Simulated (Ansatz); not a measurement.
# CH4TeZn (SMILES [CH3][Zn][TeH]): what the fields show

The calculation's input:

```
crystal:
  periodic: [false, false, false]
  atoms:
    - {symbol: C, position_ang: [-0.247360, -0.910949, -0.618390]}
    - {symbol: Te, position_ang: [-0.334781, -0.641850, 3.848986]}
    - {symbol: Zn, position_ang: [-0.285890, -0.789813, 1.334718]}
    - {symbol: H, position_ang: [-1.147850, -0.447832, -1.052473]}
    - {symbol: H, position_ang: [-0.213797, -1.964529, -0.939025]}
    - {symbol: H, position_ang: [0.637793, -0.396253, -1.024423]}
    - {symbol: H, position_ang: [-1.180108, 0.796245, 3.706040]}
basis:
  gaussian: {orbitals: def2-TZVPD}
hamiltonian: {xc: {name: PBE0}}
output: {forces: true, orbitals: {seedname: orbitals}}
```

Run with:

```sh
ansatz run input.yaml --threads 2 --pin off --max-ram 4350MiB --events-out events.jsonl --progress --plain --runs-dir runs
```

Geometry: B3LYP-D3(BJ)/def2-SVP; core potentials replace the inner electrons of Te.

These are results of isolated molecule in a Gaussian basis; Kohn-Sham density functional theory, functional PBE0 in Ansatz, not measurements.

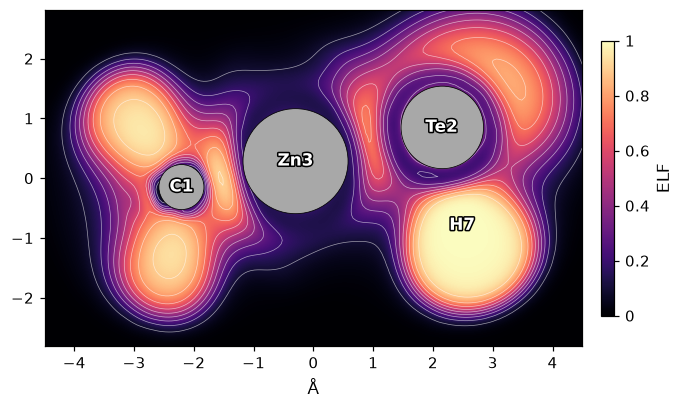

Figure 1. ELF on the plane of atoms Zn3, Te2 and H7. Grey discs cover the atomic cores.

> What do the fields say about this system?

- Atoms in the plane: C, Te, Zn and H.
- C–Zn (1.96 Å): the ELF peaks at about 0.90 in the valence shell of C, 0.7 Å from its nucleus, and is about 0.40 at the midpoint.
- Zn–Te (2.52 Å): the ELF peaks at about 0.70 in the valence shell of Te, 1.2 Å from its nucleus, and is about 0.70 at the midpoint.
- Te–H (1.67 Å): the ELF climbs to about 1 towards the hydrogen, as it does in any bond to H.
- The ELF also peaks beside Te2, away from the bonds: lone-pair regions.

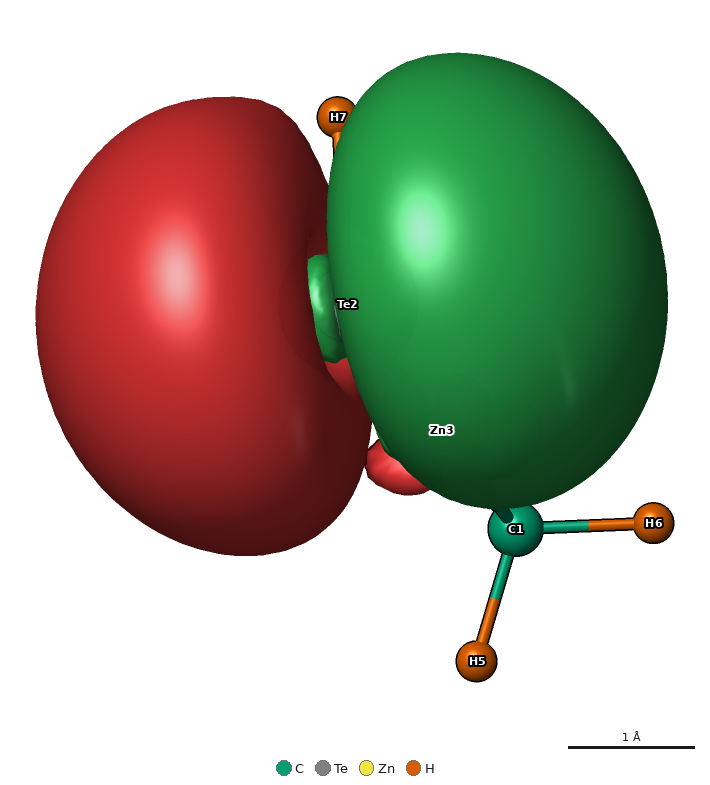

Figure 2. One frontier orbital at ±0.06 Å⁻³ᐟ² (green and red are the two phases), seen at an oblique angle.

> Which orbital is it: HOMO or LUMO?

The HOMO, at −6.35 eV. It lies mainly on Te2 (about 90 %) and Zn3 (about 10 %).
